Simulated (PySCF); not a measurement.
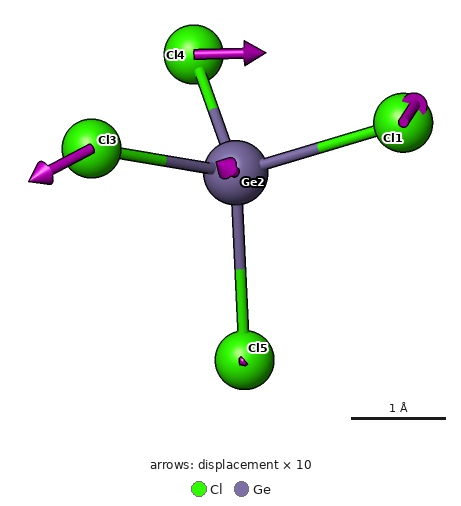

This is a relaxation of GeCl4. The starting structure is drawn; purple arrows show the displacements, magnified 10 times. The two geometries are superimposed by the best rigid fit.

A ball-and-stick model, seen from a free direction.

The start comes from GFN2-xTB. Its atoms were then displaced at random by about 0.03 Å.

Theory: PBE0-D3(BJ)/def2-SVP geometry optimisation, gas phase in PySCF 2.14.0, density-fitted response routines. 

Which element moves most?

Chlorine: up to 0.089 Å, against 0.034 Å for germanium.

What did the optimiser do to the structure, and how much energy did it gain?

The atom that moves furthest after the best rigid fit is Cl3 (0.089 Å). By element the largest moves are Cl 0.089 Å, Ge 0.034 Å. Some distances before and after: Ge2–Cl3 2.082 → 2.124 Å, Ge2–Cl5 2.100 → 2.124 Å, Ge2–Cl4 2.135 → 2.123 Å, Cl1–Ge2 2.130 → 2.124 Å. Bond angles that change, for instance: Cl1–Ge2–Cl4 113.4° → 109.1°, Cl1–Ge2–Cl3 106.4° → 110.0°, Cl3–Ge2–Cl4 106.2° → 109.4°. After 7 geometry steps the energy has fallen by 5.02 kJ/mol. The run took 35 s on 1 thread of Arm Neoverse V2 (shared host).
